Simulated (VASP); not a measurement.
Band structure of Cu (space group P6_3/mmc). Computed with r2SCAN meta-GGA, VASP's PBE PAW potentials (set 64) (plane waves; VASP 6.6.1).

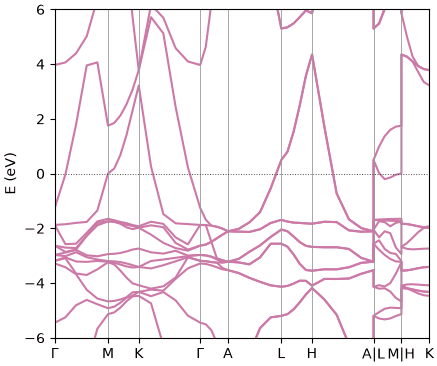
Bands along high-symmetry lines, zero at the valence-band maximum or, without a gap, the Fermi level

Q: Read the plot: is there a gap, and where are the band edges?

A: It has no gap at this level: it comes out as a metal or semimetal.

The structure comes from a computed database's Cu entry (P6_3/mmc); how it stands against other phases isn't given here. It was relaxed first.
